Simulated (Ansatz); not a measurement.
**Computed against measured: atomisation enthalpy at 298 K**

10 molecules holding an element from Na to Cl; the atomisation enthalpy at 298 K in kJ/mol, computed less measured. Shapes, held fixed at every level: PBE0-D4/def2-TZVP. Flexible molecules stand in one conformer, not always the lowest. Thermal terms are harmonic and unscaled (PBE0-D4/def2-TZVP); the spin-orbit lowering of the free atoms is taken from their spectra. Programs: Ansatz 0.2.0. Measured values: Active Thermochemical Tables, CRC Handbook of Chemistry and Physics, NIST-JANAF tables.

Levels: A = HF/def2-TZVPP; B = r2SCAN-D4/def2-TZVPP; C = CCSD(T)/STO-3G; D = CCSD/def2-TZVPP.

```csv
molecule,from tabulated heats,A,B,C,D
Cl2 (chlorine),243,-173,-2,-108,-45
OCS (carbonyl sulfide),1381,-533,+35,-243,-107
SF2 (sulfur difluoride),732,-415,-4,-366,-89
SiO2 (SMILES O=[Si]=O),1254,-619,-25,-537,-141
BCl2F (dichlorofluoroborane),1537,-374,+30,-119,-84
BCl3 (boron trichloride),1337,-334,+38,-71,-84
CH2Cl2 (dichloromethane),1490,-459,+5,-63,-83
SiH2F2 (SMILES F[SiH2]F),1836,-461,-32,-380,-85
CH4S (methanethiol),1889,-520,0,+86,-72
PH2(PH2) (diphosphine),1484,-508,-5,+139,-82
```

Q: Which level does best on this set, which worst, and which err to one side?

A: 
```csv
level,kind,mean error,mean absolute error,worst case
HF/def2-TZVPP,Hartree–Fock,-439.6,439.6,SiO2
r2SCAN-D4/def2-TZVPP,meta-GGA,+4.0,17.6,BCl3
CCSD(T)/STO-3G,coupled cluster or CI,-166.2,211.2,SiO2
CCSD/def2-TZVPP,coupled cluster or CI,-87.2,87.2,SiO2
```

On this set r2SCAN-D4/def2-TZVPP has the smallest mean absolute error and HF/def2-TZVPP the largest. HF/def2-TZVPP is too low in 10 of 10; CCSD(T)/STO-3G is too low in 8 of 10; CCSD/def2-TZVPP is too low in 10 of 10. The heats of SF2, PH2(PH2) come from older tables and can be uncertain by 10 kJ/mol or more. Heats of the atoms come from ATcT where it has them, that of boron, 570 kJ/mol, from recent work. The levels differ in basis as well as in method. The tabulated values of SiO2, BCl2F, SiH2F2 are in doubt (older tables, estimates, or at odds with other calculations) and kept here. Over the 7 molecules whose values aren't doubted the mean absolute errors are A 420.3; B 12.7; C 153.7; D 80.3. Hartree–Fock lacks correlation and underbinds. Correlated wave functions converge slowly with the basis. CCSD also lacks the triples, which bind further. T1 is large for SiO2 (0.039), so single-reference values are less sure there. The set is small.

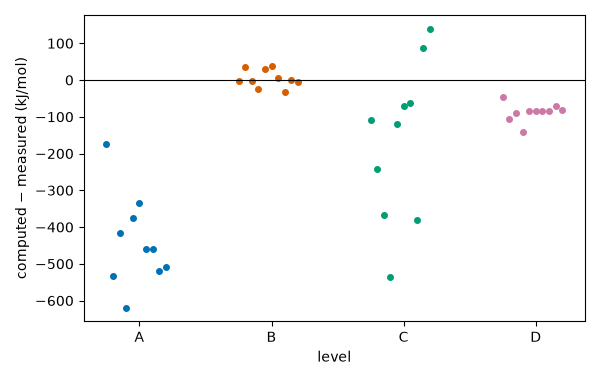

Errors of each level, one point a molecule.
